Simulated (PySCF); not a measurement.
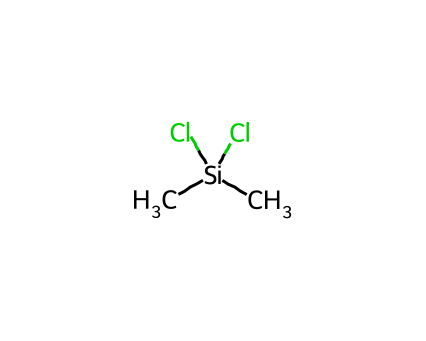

The computed structure is the end point of a GFN2-xTB optimisation. No frequency run is at hand to confirm it as a minimum. Level of theory: PBE0/def2-SVPD, gas phase (PySCF 2.14.0). Excitations: vertical, linear response.

Predict the main results.

The species is C2H6Cl2Si (`C[Si](C)(Cl)Cl`).
- dipole moment: 2.21 D
- HOMO energy (Kohn–Sham orbital): −8.63 eV
- LUMO energy (Kohn–Sham orbital): 0.28 eV
- HOMO–LUMO gap: 8.91 eV
- mean static polarisability: 76.4 bohr³
- lowest vertical singlet excitation: 7.79 eV
- its oscillator strength: 0.092
- brightest of the 8 lowest singlets: 8.65 eV
- its oscillator strength: 0.12

The geometry is semi-empirical. Around Si such bond lengths and angles can be off by a tenth of an ångström or more and by several degrees, and values that hang on the shape move with them.
